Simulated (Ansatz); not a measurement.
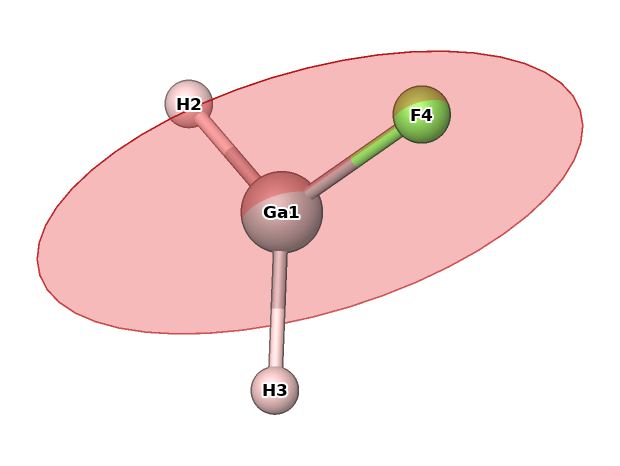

A disc through the centre of mass is drawn in. Atoms fade into the background with distance from the viewer. The geometry was computed by an optimisation with PBE0-D4/def2-TZVP.

**Is the plane of the disc a mirror plane of the structure?**

Yes. The reflection leaves Ga1, F4 in place and moves H2 ↔ H3. The point group is C2v.
